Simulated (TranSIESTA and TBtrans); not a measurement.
Junction: Na chain with one bond stretched by 1.0 Å. Leads: straight Na chain, spacing 3.3 Å. Geometry: as built, not relaxed.

Method: TranSIESTA and TBtrans, PBE, DZP numerical orbitals (energy shift 0.15 eV), PseudoDojo norm-conserving scalar-relativistic potentials, mesh cutoff 200 Ry, 300 K, no spin polarisation, no spin-orbit coupling; self-consistent non-equilibrium Green functions.

Energies count from the leads' Fermi level. Transmissions are for one spin of a degenerate pair. The energy step is 0.01 eV; narrower resonances are cut or missed.

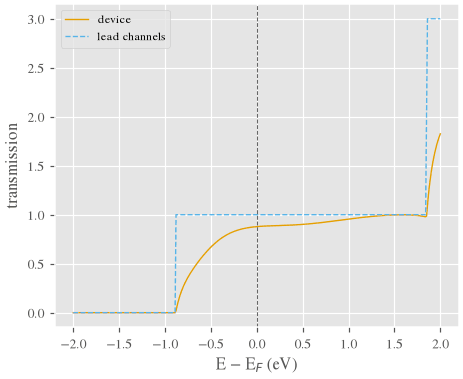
Figure. Transmission against energy

| E (eV) | T | lead channels |
|---|---|---|
| -2.00 | 0 | 0 |
| -1.80 | 0 | 0 |
| -1.60 | 0 | 0 |
| -1.40 | 0 | 0 |
| -1.20 | 0 | 0 |
| -1.00 | 0 | 0 |
| -0.80 | 0.27 | 1 |
| -0.60 | 0.56 | 1 |
| -0.40 | 0.75 | 1 |
| -0.20 | 0.84 | 1 |
| 0.00 | 0.88 | 1 |
| 0.20 | 0.89 | 1 |
| 0.40 | 0.90 | 1 |
| 0.60 | 0.91 | 1 |
| 0.80 | 0.93 | 1 |
| 1.00 | 0.96 | 1 |
| 1.20 | 0.98 | 1 |
| 1.40 | 0.99 | 1 |
| 1.60 | 1.00 | 1 |
| 1.80 | 0.99 | 1 |
| 2.00 | 1.83 | 3 |

The straight chain is held at its spacing; free chains may zigzag or dimerise. No spin-polarised start was tried, so a magnetic state, if there is one, is missed.
